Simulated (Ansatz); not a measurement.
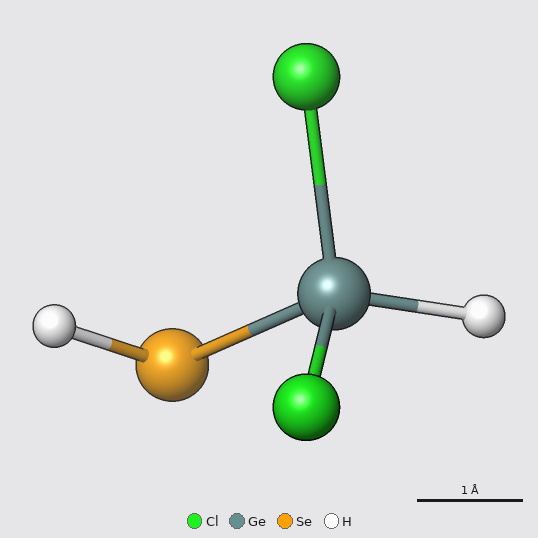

Rendered structure (ball-and-stick style).

What is the molecular formula?

Cl2GeH2Se, 6 atoms: 2 chlorine, 1 germanium, 2 hydrogen and 1 selenium.

What is the point group of this geometry?

Cs.

More results for the same structure follow; atom numbers are the same in all pictures, views and colours differ. The computed structure is the end point of a PBE0-D4/def2-TZVP optimisation.

**Vibrations**

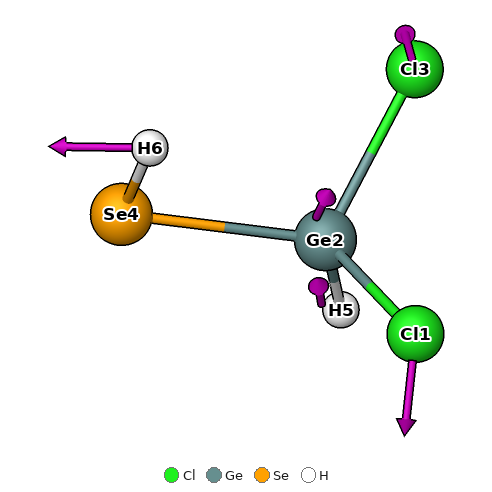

The arrows show one normal mode. Harmonic vibrations computed with RKS PBE0-D4/def2-TZVP (Ansatz 0.2.0) at a stationary point of the same level.

Describe the motion.

Mostly Cl–Ge–Cl bending.

At what wavenumber does it lie?

158 cm⁻¹; it is mode 4 of 12 counted from the lowest.

**Levels of theory compared**

Program: Ansatz 0.2.0.

Compare HOMO–LUMO gap (eV), HOMO energy (eV), dipole (D) at these levels: B3LYP-D4/def2-TZVPP; PBE-D4/def2-TZVPP; r2SCAN-D4/def2-TZVPP; ωB97M-V/def2-TZVPP.

```tsv
level	HOMO–LUMO gap (eV)	HOMO energy (eV)	dipole (D)
B3LYP-D4/def2-TZVPP	5.58	−7.41	1.30
PBE-D4/def2-TZVPP	4.04	−6.48	1.24
r2SCAN-D4/def2-TZVPP	4.54	−6.79	1.25
ωB97M-V/def2-TZVPP	10.25	−9.83	1.28
```

**Charges**

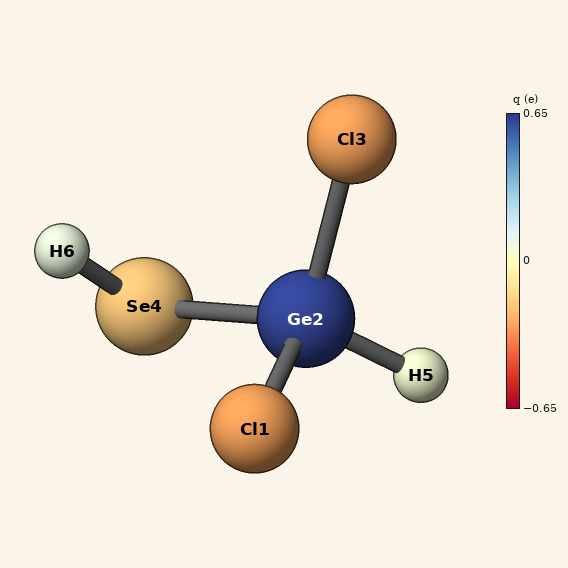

Atoms are coloured by their Mulliken charges. Level of theory: RKS B3LYP-D4/def2-TZVPP (Ansatz 0.2.0).

Which atom carries the highest charge (most positive or least negative)?

Ge2 (0.61 e).

And the lowest?

Cl1, Cl3 (−0.27 e).

Give the Mulliken charges atom by atom.

| atom | value (e) |
| --- | --- |
| Cl1 | −0.27 |
| Ge2 | 0.61 |
| Cl3 | −0.27 |
| Se4 | −0.18 |
| H5 | 0.04 |
| H6 | 0.08 |

Mulliken values depend strongly on the basis set and can even reverse the polarity of a bond.
